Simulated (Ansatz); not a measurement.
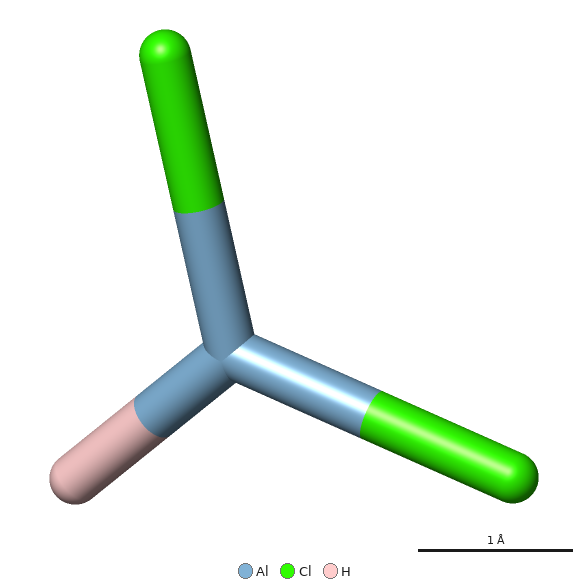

A stick model of a molecule.

> What is the molecular formula?

AlCl₂H, 4 atoms: 1 aluminium, 2 chlorine and 1 hydrogen.

> Give the symmetry (Schoenflies symbol).

C2v.

> Count the bonded pairs by element.

2 Al–Cl, 1 Al–H. Sticks follow a distance rule.

> How many atoms are distinct by symmetry?

3: 1 Al, 2 Cl, 1 H.

More results for the same structure follow; atom numbers are the same in all pictures, views and colours differ. Computed geometry: PBE0-D4/def2-TZVP optimisation.

**Shape**

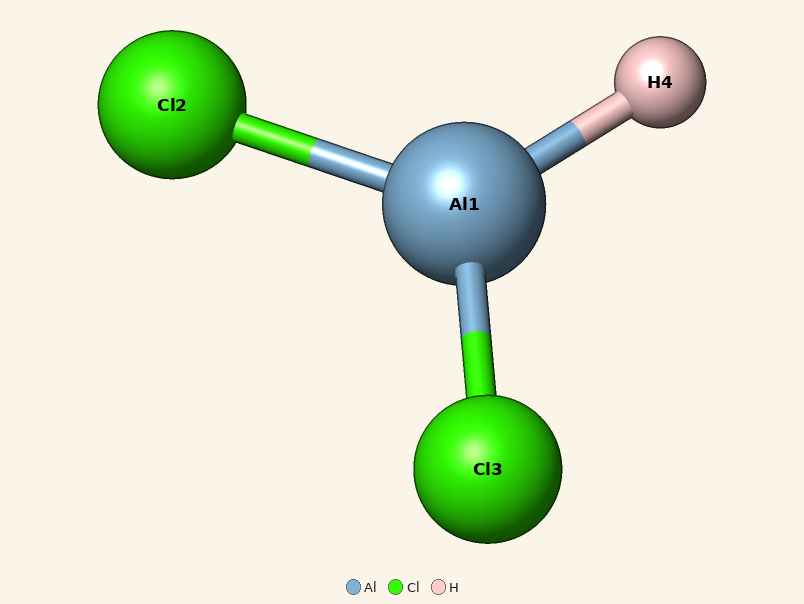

Numbered structure.

Give the bond lengths.

| bond | length (Å) |
| --- | --- |
| Al1–Cl2 | 2.082 |
| Al1–Cl3 | 2.082 |
| Al1–H4 | 1.563 |

**Thermal motion**

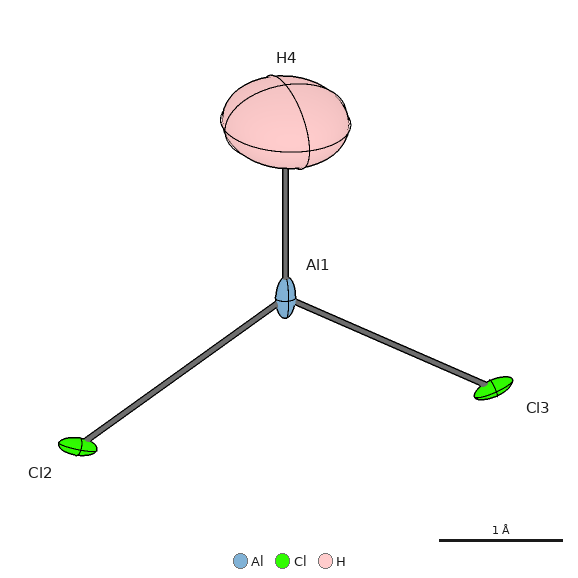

Displacement ellipsoids at the 50 % level, enlarged 2 times, from the internal vibrations of the free molecule (harmonic, no overall translation or rotation; no half-axis is drawn under 0.075 Å). Vibrations computed with RKS PBE0-D4/def2-TZVP (Ansatz 0.2.0). Temperature: 298 K.

> Which atom moves most?

H4, with U_eq = 0.0255 Å².

> Does H4 move more along its bond or across it?

Across it: the root-mean-square amplitude is 0.107 Å along the bond and up to 0.192 Å across, since bending and torsion are softer than stretching.

Give the displacement parameters, one line for each set of equivalent atoms.

```csv
atom,U_eq (Å²),rms amplitudes (Å)
Al1,0.0015,"0.018, 0.028, 0.060"
"Cl2, Cl3",0.0011,"0.004, 0.018, 0.056"
H4,0.0255,"0.107, 0.167, 0.192"
```

**Electronic properties**

Properties computed with RKS PBE0-D4/def2-TZVP (Ansatz 0.2.0).

Predict the main results.

- dipole moment: 1.02 D
- harmonic zero-point energy: 26.0 kJ/mol

**Vibrations**

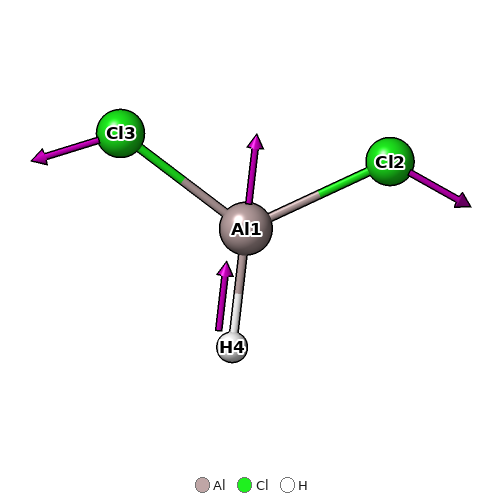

The arrows show one normal mode. Harmonic vibrations computed with RKS PBE0-D4/def2-TZVP (Ansatz 0.2.0) at a stationary point of the same level.

> What kind of motion is it?

Mostly Cl–Al–Cl bending.

> Estimate its harmonic wavenumber.

160 cm⁻¹; it is mode 1 of 6 counted from the lowest.
